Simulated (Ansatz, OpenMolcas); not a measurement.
# SnNH2F (SMILES [NH2][Sn][F]): the vertical energy of the triplet above the singlet, rung by rung

SnNH2F has 5 atoms, charge 0, and is taken as a singlet. As SMILES, `[NH2][Sn][F]`. Geometry: relaxed at PBE0-D4/def2-TZVP. This is one conformer, not always the lowest.

```xyz
5

N    -0.3029    0.4955   -0.3933
Sn    0.3389   -0.0537    1.4232
F     0.9669   -1.7759    0.7543
H    -0.7468    1.3693   -0.6291
H    -0.2062   -0.1089   -1.1966
```

Each level gives the vertical energy of the triplet above the singlet (eV). The values are calculated.

| level | kind | program | value (eV) | CPU time (all runs) |
| --- | --- | --- | --- | --- |
| PBE/def2-SVP (core potential) | GGA | OpenMolcas | 3.63 | 51 s |
| B3LYP/def2-SVP (core potential) | global hybrid | Ansatz | 3.66 | 26 s |
| BHLYP/def2-SVP (core potential) | global hybrid | OpenMolcas | 3.59 | 44 s |
| HSE06/def2-SVP (core potential) | range-separated hybrid | Ansatz | 3.52 | 30 s |
| wB97M-V/def2-SVP (core potential) | range-separated hybrid | Ansatz | 3.63 | 3.2 min |
| RPA@PBE0/def2-SVP (core potential) | RPA | Ansatz | 3.46 | 39 s |
| BCCD(T)/def2-SVP (core potential) | coupled cluster or CI | Ansatz | 3.47 | 63 s |
| CCSD/def2-SVP (core potential) | coupled cluster or CI | Ansatz | 3.43 | 45 s |

Spin-orbit coupling is left out. The values span 3.43 to 3.66 eV. In the correlated wave-function rows the outer d shell of Sn is correlated, in sets not made for it. The second state's dipole differs much between rows, so they may not all be the same state. CPU times are rough (shared hosts, several kinds of processor and program).

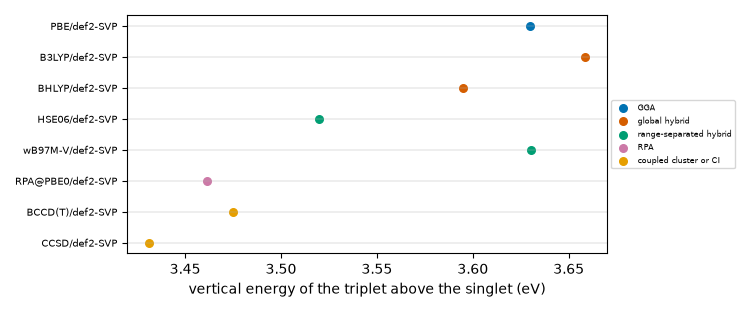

The values of the table, level by level.
